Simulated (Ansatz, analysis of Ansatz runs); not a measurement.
# monolayer HfS2 with a Pt adatom (hollow): binding, spin and levels, part 2 of 2

What does the Pt adatom (hollow) do on monolayer HfS2: height, moment, energy and levels? Model: a cell of 27 host atoms with 1 Pt put in.

Ansatz 0.2.0; plane-wave PAW DFT, PBEsol; supercells relaxed in a periodic cell with vacuum, the primitive cell and the final single points with the Coulomb interaction cut along the normal.

So far. Step 4 (Band edges against the vacuum level): The band edges were searched for over the zone, on the density of this mesh. The valence top lies 6.29 eV and the conduction bottom 5.20 eV below the vacuum level: a gap of 1.09 eV.

**5. Relaxing the neutral defect**

Level of this step: plane-wave PAW DFT, PBEsol, fully periodic cell with vacuum; relaxation of a defect in a monolayer at fixed charge, a uniform background where charged (Ansatz).

Atoms start from random displacements, so no symmetry is imposed. The relaxation runs in a plain periodic cell, 22 Å high against 38 Å with the cut-off, with 19 Å between the perfect sheet and its image; that is cheaper, but a defect with a dipole feels the field of its images there. Several total moments are run in turn (0 without spin polarisation, the others held), because an open shell can settle in more than one spin state.

File q0.relax_smeared/input.yaml:

```yaml
crystal:
  lattice:
    - [10.79133016, 0.0, 0.0]
    - [-5.39566508, 9.34556606, 0.0]
    - [0.0, 0.0, 22.0]
  atoms:
    - { symbol: Hf, position: [0.33333333, 0.33333333, 0.5] }
    - { symbol: S, position: [0.22222222, 0.11111111, 0.56571233] }
    - { symbol: S, position: [0.11111111, 0.22222222, 0.43428767] }
    - { symbol: Hf, position: [0.33333333, 0.66666667, 0.5] }
    - { symbol: S, position: [0.22222222, 0.44444444, 0.56571233] }
    - { symbol: S, position: [0.11111111, 0.55555556, 0.43428767] }
    - { symbol: Hf, position: [0.33333333, 1.0, 0.5] }
    - { symbol: S, position: [0.22222222, 0.77777778, 0.56571233] }
    - { symbol: S, position: [0.11111111, 0.88888889, 0.43428767] }
    - { symbol: Hf, position: [0.66666667, 0.33333333, 0.5] }
    - { symbol: S, position: [0.55555556, 0.11111111, 0.56571233] }
    - { symbol: S, position: [0.44444444, 0.22222222, 0.43428767] }
    - { symbol: Hf, position: [0.66666667, 0.66666667, 0.5] }
    - { symbol: S, position: [0.55555556, 0.44444444, 0.56571233] }
    - { symbol: S, position: [0.44444444, 0.55555556, 0.43428767] }
    - { symbol: Hf, position: [0.66666667, 1.0, 0.5] }
    - { symbol: S, position: [0.55555556, 0.77777778, 0.56571233] }
    - { symbol: S, position: [0.44444444, 0.88888889, 0.43428767] }
    - { symbol: Hf, position: [1.0, 0.33333333, 0.5] }
    - { symbol: S, position: [0.88888889, 0.11111111, 0.56571233] }
    - { symbol: S, position: [0.77777778, 0.22222222, 0.43428767] }
    - { symbol: Hf, position: [1.0, 0.66666667, 0.5] }
    - { symbol: S, position: [0.88888889, 0.44444444, 0.56571233] }
    - { symbol: S, position: [0.77777778, 0.55555556, 0.43428767] }
    - { symbol: Hf, position: [1.0, 1.0, 0.5] }
    - { symbol: S, position: [0.88888889, 0.77777778, 0.56571233] }
    - { symbol: S, position: [0.77777778, 0.88888889, 0.43428767] }
    - { symbol: Pt, position: [0.444444, 0.555556, 0.63588282] }
basis:
  ecutwfc: 420
  xc_grid: 2
hamiltonian:
  xc: pbesol
kpoints:
  mp_grid: { grid: [2, 2, 1] }
scf:
  occupations: { method: fermi_dirac, width: 0.01 }
  max_iter: 80
output:
  forces: true
relax:
  f_tol: 0.02
  max_steps: 80
  random_displacement: { amplitude: 0.08, seed: 320 }
```

On the command line:

```sh
$ ansatz run input.yaml --threads 4 --pin off --max-ram 9420MiB --backend cpu --events-out ev --progress --plain --runs-dir out
```

Numbers of over 12 decimals in the logs are rounded to 6 here.

Log:

```text
[...]
Crystal: 28 atoms, lattice volume = 2218.724 Å³
Basis set: ecut = 420 eV, 43321 PW (Γ), exchange–correlation on 150×150×300 points (8 copies of the dense FFT grid, shifted against one another)
Bands: 216, of which v1, the nominal top of the filled ones, is band 180 counted from 1 (179 counted from 0)
Symmetry: 1 space group operations
k-points: 4
[...]
SCF iter   1: F=—  HF=-168732.358794 eV  |F-HF|=—  |Δ(HF+E_count)|=         —  Δρ=3.95e-3  dr2=7.03e-1  ethr=1.77e-3  ⟨swp⟩=7.8  Hψ=3276  notcnv=0  defer=80
[...]
SCF iter   9: F=-168732.269616 eV  HF=-168732.269618 eV  |F-HF|=1.35e-6  |Δ(HF+E_count)|=   5.49e-7  Δρ=6.43e-6  dr2=2.37e-6  ethr=2.78e-9  ⟨swp⟩=4.0  Hψ=2821  notcnv=0
SCF 1 converged in 9 iterations: F = -168732.269616 eV  dr2 = 2.37e-6
[...]
relax step   1: F+E_penalty+E_count = -168732.26961623 eV  Δ(F+E_penalty+E_count) = +0.000e0 eV  max|allowed force component| = 2.852e0 eV/Å  Δτ_max = 0.0000 Å  (9 SCF iters, dr2 threshold 1.00e-5 eV, accepted)
[...]
relax step   2: F+E_penalty+E_count = -168733.66945513 eV  Δ(F+E_penalty+E_count) = -1.400e0 eV  max|allowed force component| = 2.821e0 eV/Å  Δτ_max = 0.1948 Å  (7 SCF iters, dr2 threshold 1.00e-4 eV, accepted)
relax step   3: F+E_penalty+E_count = -168734.40653367 eV  Δ(F+E_penalty+E_count) = -7.371e-1 eV  max|allowed force component| = 2.513e0 eV/Å  Δτ_max = 0.1961 Å  (7 SCF iters, dr2 threshold 1.00e-4 eV, accepted)
relax step   4: F+E_penalty+E_count = -168735.00362452 eV  Δ(F+E_penalty+E_count) = -5.971e-1 eV  max|allowed force component| = 1.894e0 eV/Å  Δτ_max = 0.1929 Å  (6 SCF iters, dr2 threshold 1.00e-4 eV, accepted)
relax step   5: F+E_penalty+E_count = -168735.37894428 eV  Δ(F+E_penalty+E_count) = -3.753e-1 eV  max|allowed force component| = 7.409e-1 eV/Å  Δτ_max = 0.1964 Å  (6 SCF iters, dr2 threshold 1.00e-4 eV, accepted)
relax step   6: F+E_penalty+E_count = -168735.47118746 eV  Δ(F+E_penalty+E_count) = -9.224e-2 eV  max|allowed force component| = 1.895e-1 eV/Å  Δτ_max = 0.1567 Å  (6 SCF iters, dr2 threshold 8.40e-5 eV, accepted)
relax step   7: F+E_penalty+E_count = -168735.47821880 eV  Δ(F+E_penalty+E_count) = -7.031e-3 eV  max|allowed force component| = 3.182e-2 eV/Å  Δτ_max = 0.0195 Å  (6 SCF iters, dr2 threshold 2.35e-6 eV, accepted)
[...]
relax step   8: F+E_penalty+E_count = -168735.47852720 eV  Δ(F+E_penalty+E_count) = -3.084e-4 eV  max|allowed force component| = 2.000e-3 eV/Å  Δτ_max = 0.0041 Å  (6 SCF iters, accepted)
SCF converged after 6 iterations
Free energy (F): -168735.478527 eV
[...]
Internal energy: -168735.478527 eV  (E = F + TS)
E sigma→0 (E₀):  -168735.478527 eV
Fermi energy:    -1.170303 eV
[...]
--- Forces (eV/Å), atoms counted from 1 ---
  atom   1  Hf    -0.00103841     0.00184656    -0.00008019
  atom   2  S      0.00052763    -0.00072565     0.00055041
  atom   3  S     -0.00050798    -0.00141021    -0.00032517
  atom   4  Hf     0.00199968    -0.00041911    -0.00050991
  atom   5  S     -0.00102476    -0.00061713     0.00079955
  atom   6  S     -0.00091402    -0.00039328    -0.00059753
  atom   7  Hf    -0.00101160    -0.00103746    -0.00027256
  atom   8  S      0.00004695     0.00020044     0.00040571
  atom   9  S      0.00008062    -0.00047940     0.00156308
  atom  10  Hf    -0.00092877     0.00050246    -0.00044362
  atom  11  S     -0.00067455     0.00051507     0.00016266
  atom  12  S      0.00075647    -0.00086081    -0.00020424
  atom  13  Hf    -0.00185763    -0.00169614    -0.00104673
  atom  14  S      0.00084508     0.00015840     0.00052495
  atom  15  S     -0.00013635    -0.00000531     0.00009372
  atom  16  Hf     0.00113096    -0.00132451    -0.00048184
  atom  17  S     -0.00056619     0.00126938     0.00065844
  atom  18  S     -0.00086827     0.00107658    -0.00040633
  atom  19  Hf    -0.00039928     0.00059397    -0.00092044
  atom  20  S     -0.00064438    -0.00035387     0.00053746
  atom  21  S      0.00055982     0.00007401     0.00020226
  atom  22  Hf     0.00022780     0.00140812    -0.00066561
  atom  23  S      0.00023595    -0.00062725     0.00047440
  atom  24  S      0.00071173     0.00016571    -0.00080484
  atom  25  Hf     0.00142164     0.00060717    -0.00096572
  atom  26  S      0.00101119     0.00067417     0.00087219
  atom  27  S      0.00009274     0.00112795    -0.00012538
  atom  28  Pt     0.00091400    -0.00026076     0.00098603
  max |Σ_I F_I| component: 1.92e-5 eV/Å
--- Relaxed structure (8 steps of the walk, 8 accepted, 0 SCFs on fresh bases) ---
  F+E_penalty+E_count = -168735.47852720 eV   max|allowed force component| = 2.000e-3 eV/Å
  atoms:
    - { symbol: Hf, position: [0.332734, 0.332670, 0.504170] }
    - { symbol: S, position: [0.221123, 0.109494, 0.568186] }
    - { symbol: S, position: [0.114687, 0.222381, 0.435852] }
    - { symbol: Hf, position: [0.332709, 0.666570, 0.504184] }
    - { symbol: S, position: [0.201819, 0.434162, 0.571170] }
    - { symbol: S, position: [0.114688, 0.558837, 0.435858] }
    - { symbol: Hf, position: [0.333762, 1.000148, 0.501419] }
    - { symbol: S, position: [0.221123, 0.778167, 0.568191] }
    - { symbol: S, position: [0.110692, 0.888612, 0.436234] }
    - { symbol: Hf, position: [0.666370, 0.332927, 0.498536] }
    - { symbol: S, position: [0.557125, 0.111805, 0.565099] }
    - { symbol: S, position: [0.440471, 0.222378, 0.435855] }
    - { symbol: Hf, position: [0.666622, 0.666575, 0.504185] }
    - { symbol: S, position: [0.565102, 0.434153, 0.571174] }
    - { symbol: S, position: [0.444025, 0.555278, 0.436969] }
    - { symbol: Hf, position: [0.666354, 0.999959, 0.498523] }
    - { symbol: S, position: [0.565133, 0.797469, 0.571169] }
    - { symbol: S, position: [0.440458, 0.884599, 0.435857] }
    - { symbol: Hf, position: [0.999356, 0.332924, 0.498529] }
    - { symbol: S, position: [0.887478, 0.111822, 0.565092] }
    - { symbol: S, position: [0.777350, 0.221940, 0.433037] }
    - { symbol: Hf, position: [0.999141, 0.665517, 0.501417] }
    - { symbol: S, position: [0.887479, 0.442182, 0.565098] }
    - { symbol: S, position: [0.776913, 0.558819, 0.435862] }
    - { symbol: Hf, position: [0.999133, 1.000127, 0.501416] }
    - { symbol: S, position: [0.889794, 0.778158, 0.568190] }
    - { symbol: S, position: [0.776911, 0.884593, 0.435854] }
    - { symbol: Pt, position: [0.444008, 0.555272, 0.591138] }
```

Elapsed: 4.5 min, on 4 threads of Arm Neoverse V1, shared host; peak memory 7.6 GiB; 17 min of CPU time.

In the next tables energies count from the displaced start, and moves from the positions in the input.

Relaxation path:

```csv
step,energy less that of the first step (eV),largest force component (eV/Å)
1,0.0000,2.8519
2,-1.3998,2.8209
3,-2.1369,2.5133
4,-2.7340,1.8940
5,-3.1093,0.7409
6,-3.2016,0.1895
7,-3.2086,0.0318
8,-3.2089,0.0020
```

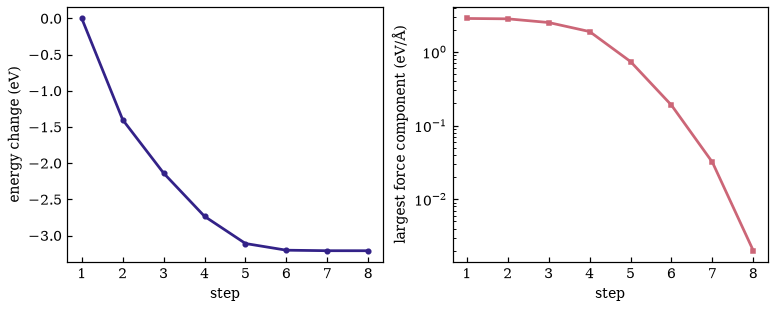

Energy and largest force along the relaxation.

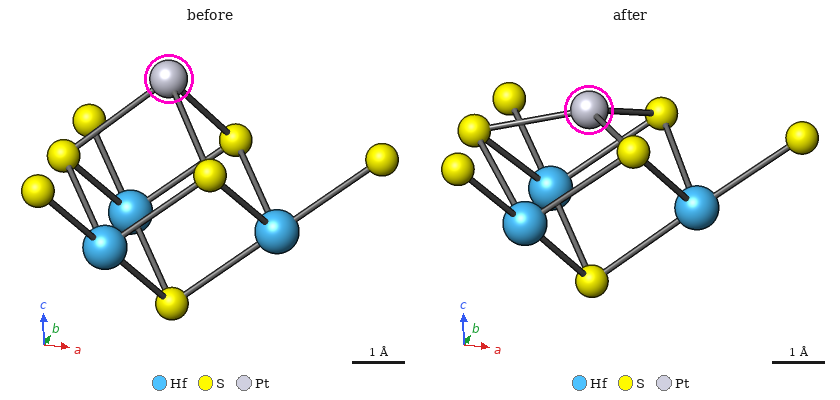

Before and after: the atoms that start within 5 Å of the centre. Pt28, which moves most, is ringed if it is among them.

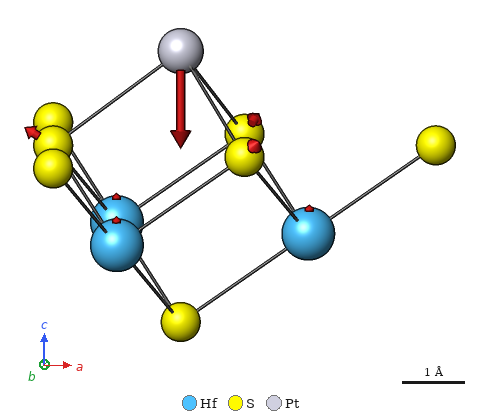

Displacements in the relaxation from the typed sites near the centre, exaggerated, the mean shift taken out; the longest in the cell stands for 0.99 Å.

The atoms that moved most (Å, from the sites as typed, ahead of the random displacement, the mean shift of all atoms taken out):

```csv
atom,dx,dy,dz,length
Pt28,0.000,0.000,-0.986,0.986
S14,0.162,-0.093,0.118,0.221
S5,-0.162,-0.093,0.118,0.221
S17,0.000,0.187,0.118,0.221
Hf13,0.003,0.002,0.090,0.090
Hf4,-0.003,0.002,0.090,0.090
Hf1,0.000,-0.004,0.090,0.090
S15,0.000,0.000,0.057,0.057
```

Final coordinates:

```xyz
28
Lattice="10.7913 0.0000 0.0000 -5.3957 9.3456 0.0000 0.0000 0.0000 22.0000" Properties=species:S:1:pos:R:3
Hf    1.7957    3.1090   11.0917
S     1.7954    1.0233   12.5001
S     0.0377    2.0783    9.5888
Hf   -0.0062    6.2295   11.0920
S    -0.1647    4.0575   12.5657
S    -1.7777    5.2226    9.5889
Hf   -1.7947    9.3470   11.0312
S    -1.8125    7.2724   12.5002
S    -3.6001    8.3046    9.5972
Hf    5.3946    3.1114   10.9678
S     5.4089    1.0449   12.4322
S     3.5534    2.0782    9.5888
Hf    3.5971    6.2295   11.0921
S     3.7557    4.0574   12.5658
S     1.7955    5.1894    9.6133
Hf    1.7954    9.3452   10.9675
S     1.7957    7.4528   12.5657
S    -0.0199    8.2671    9.5889
Hf    8.9880    3.1114   10.9676
S     8.9737    1.0450   12.4320
S     7.1911    2.0742    9.5268
Hf    7.1911    6.2196   11.0312
S     7.1912    4.1324   12.4322
S     5.3687    5.2225    9.5890
Hf    5.3856    9.3468   11.0312
S     5.4034    7.2723   12.5002
S     3.6109    8.2670    9.5888
Pt    1.7954    5.1893   13.0050
```

All neutral relaxations:

```csv
moment (μB),filling,outcome,structures computed,largest displacement from the input (Å),added thickness (Å),time
0,smeared,converged,8,0.99,0.59,4.5 min
2,smeared,converged,9,1.04,0.55,17 min
```

With the common shift of the atoms taken out, the largest displacement is 0.99 Å, and the sheet with its defect is 0.59 Å thicker than the perfect one.

The adatom ends 0.44 Å above the sheet's highest atom, with S5 at 2.31 Å, S17 at 2.31 Å, S14 at 2.31 Å and Hf4 at 2.83 Å nearest.

**6. Energies and states on the vacuum scale**

Single points with the cut-off give energies without the images along the normal, and levels against the vacuum; the images in the plane remain.

The cell differs from the one that the last finished run ended in (c 22.000 → 38.000 Å).

File q0.point.pbesol/input.yaml:

```yaml
crystal:
  lattice:
    - [10.79133016, 0.0, 0.0]
    - [-5.39566508, 9.34556606, 0.0]
    - [0.0, 0.0, 38.0]
  atoms:
    - { symbol: Hf, position: [0.3327339, 0.33266988, 0.50241442] }
    - { symbol: S, position: [0.22112315, 0.10949415, 0.53947585] }
[... 1 atom line left out ...]
    - { symbol: Hf, position: [0.33270936, 0.66656962, 0.50242205] }
    - { symbol: S, position: [0.20181884, 0.43416226, 0.54120354] }
[... 7 atom lines left out ...]
    - { symbol: Hf, position: [0.66662175, 0.66657481, 0.50242262] }
    - { symbol: S, position: [0.56510191, 0.43415338, 0.54120584] }
[... 2 atom lines left out ...]
    - { symbol: S, position: [0.56513291, 0.79746889, 0.54120334] }
[... 10 atom lines left out ...]
    - { symbol: Pt, position: [0.44400756, 0.55527165, 0.5527639] }
  periodic: [true, true, false]
basis:
  ecutwfc: 420
  xc_grid: 2
hamiltonian:
  xc: pbesol
kpoints:
  mp_grid: { grid: [2, 2, 1] }
scf:
  occupations: { method: fermi_dirac, width: 0.01 }
  max_iter: 80
output:
  forces: true
  eigenvalues: true
  eigenstates: { localisation: true }
  populations: true
checkpoint:
  write: "../q0.point.pbesol.run"
  compress: false
  write_wavefunctions: false
  write_every: 100000
```

Log:

```text
[...]
Warning: at least one further symmetry operation maps every atom of the structure, as the run holds it, onto an atom to within 4.79e-5 (fractional), and is not used: no operation is sought that the atoms, as the run holds them, miss by more than 2.00e-5, [...]
[...]
Crystal: 28 atoms, lattice volume = 3832.341 Å³
Basis set: ecut = 420 eV, 74755 PW (Γ), exchange–correlation on 150×150×512 points (8 copies of the dense FFT grid, shifted against one another)
Bands: 216, of which v1, the nominal top of the filled ones, is band 180 counted from 1 (179 counted from 0)
Symmetry: 1 space group operations
[...]
k-points: 4
[...]
SCF iter   1: F=—  HF=-168735.564291 eV  |F-HF|=—  |Δ(HF+E_count)|=         —  Δρ=2.46e-3  dr2=4.82e-1  ethr=1.77e-3  ⟨swp⟩=11.0  Hψ=4540  notcnv=0  defer=62
[...]
SCF iter  12: F=-168735.477447 eV  HF=-168735.477447 eV  |F-HF|=2.98e-8  |Δ(HF+E_count)|=   1.01e-7  Δρ=7.90e-7  dr2=3.43e-8  ethr=2.78e-11  ⟨swp⟩=32.8  Hψ=7179  notcnv=0
SCF 1 converged in 12 iterations: F = -168735.477447 eV  dr2 = 3.43e-8
[...]
SCF converged after 12 iterations
Free energy (F): -168735.477447 eV
[...]
Internal energy: -168735.477447 eV  (E = F + TS)
E sigma→0 (E₀):  -168735.477447 eV
Fermi energy:    -5.468788 eV
[...]
--- Forces (eV/Å), atoms counted from 1 ---
  atom   1  Hf    -0.00100183     0.00106414    -0.00545445
  atom   2  S      0.00052434    -0.00074342     0.00335091
  [... 1 atom left out ...]
  atom   4  Hf     0.00134660    -0.00003581    -0.00589130
  atom   5  S     -0.00081223    -0.00047095     0.00333321
  [... 2 atoms left out ...]
  atom   8  S      0.00002689     0.00020974     0.00320842
  [... 4 atoms left out ...]
  atom  13  Hf    -0.00118774    -0.00129800    -0.00640536
  atom  14  S      0.00060378     0.00029299     0.00305935
  atom  15  S     -0.00014335    -0.00000197     0.00318597
  [... 1 atom left out ...]
  atom  17  S     -0.00056022     0.00100038     0.00318958
  [... 8 atoms left out ...]
  atom  26  S      0.00102431     0.00067527     0.00367469
  [... 1 atom left out ...]
  atom  28  Pt     0.00091022    -0.00026311     0.00101461
  max |Σ_I F_I| component: 6.01e-5 eV/Å
--- Band table (eV) ---
[...]
[... further k-points left out ...]
  ° read free of the cell's end (the report's vacuum.weakly_bound_levels)
--- Löwdin populations: 28 sites ---
  site symbol       q [e]
     0     Hf     25.3655
     1      S      6.2898
  [... 1 atom left out ...]
     3     Hf     25.3655
     4      S      6.2176
  [... 2 atoms left out ...]
     7      S      6.2898
  [... 4 atoms left out ...]
    12     Hf     25.3655
    13      S      6.2177
    14      S      6.3047
  [... 1 atom left out ...]
    16      S      6.2177
  [... 8 atoms left out ...]
    25      S      6.2897
  [... 1 atom left out ...]
    27     Pt     17.6194
  spilling = 0.004292 (of n_electrons = 360.000000)
```

The job ended after 2.5 min (4 threads; peak memory 6.1 GiB).

With the cut-off the largest force on the relaxed structure is 0.007 eV/Å, so the structure stays at rest.

From eigenstates.tsv, first k-point; energies on the run's zero. The participation number counts the atoms that a state is spread over, of 28; bands count from 0.

```csv
spin,band,energy (eV),occupation,participation,largest share on,share
both,174,-7.022,2.00,15.0,Pt28,0.11
both,175,-7.021,2.00,15.0,Pt28,0.11
both,176,-6.693,2.00,12.2,Pt28,0.21
both,177,-6.693,2.00,12.2,Pt28,0.21
both,178,-5.858,2.00,13.4,Pt28,0.19
both,179,-5.858,2.00,13.4,Pt28,0.19
both,180,-5.085,0.00,18.2,Hf10,0.10
both,181,-4.943,0.00,16.8,Hf1,0.11
both,182,-4.943,0.00,16.8,Hf4,0.11
both,183,-4.869,0.00,19.2,Hf7,0.08
both,184,-4.675,0.00,20.6,Hf19,0.09
```

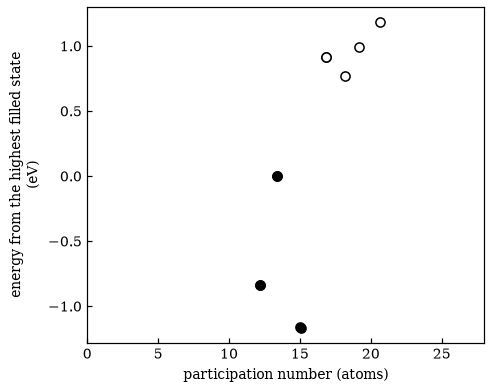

States next to the filling edge at the first k-point: energy against spread. Filled marks are occupied, open marks empty.

Under PBEsol at the first k-point of a 2×2×1 Γ-centred mesh, the highest filled state is spread over 13 of 28 atoms, and the lowest empty one, 0.77 eV above it, is spread over 18 of 28 atoms.

Valence electrons by atom (Löwdin), nearest atoms first, with the excess over far atoms of the same element, which can also hold differences between inequivalent host sites (the log counts sites from 0):

```csv
atom,distance from the centre (Å),electrons,excess
Pt28,0.98,17.619,-
S17,2.67,6.218,-0.054
S14,2.67,6.218,-0.054
S5,2.68,6.218,-0.054
Hf13,3.56,25.366,0.074
Hf4,3.57,25.365,0.074
Hf1,3.57,25.365,0.074
S15,4.38,6.305,0.033
```

Formation energy from total energies, with Pt (fcc) as references:

```csv
total moment (μB),formation energy (eV)
0,1.08
2,1.99
```

**7. Results**

* valence top of the perfect sheet below vacuum: 6.29 eV
* gap of the perfect sheet (PBEsol): 1.09 eV
* largest displacement, common shift taken out: 0.99 Å
* height of the adatom over the sheet's highest atom: 0.44 Å
* shortest bond of the adatom: S 2.31 Å
* formation energy, elements as references (PBEsol): 1.08 eV
* moment of the lowest state among those obtained: 0 μB

Under PBEsol the neutral adatom costs 1.08 eV against the perfect sheet and the elements' reference phases, lowest with the moment held at 0 μB; the state with 2 μB lies 0.91 eV higher. A positive value against the bulk element means that adatoms would rather gather into the element's own phase than spread over the sheet. Keep in mind: the images lie 10.8 Å apart in the plane; semilocal functionals make the gap too small and spread bound carriers; Kohn–Sham levels are not transition levels, and excitons, strong in sheets, are left out; spin–orbit coupling, which matters for the heavy atoms here, is left out; a free-standing sheet, no substrate.

[Logs are printed without paths, hosts, clocks, repeated set-up lines and the standing remarks that a program may print on its own settings, such as how far it seeks lower states.]

[Hosts, paths, dates, database ids (printed as entryN), source tags and the programs' standing remarks are cut or masked in the printed files.]

[Maps of the electrostatic potential energy from Ansatz leave out the sawtooth potential of an applied field or a dipole correction, so their vacuum need not be flat.]
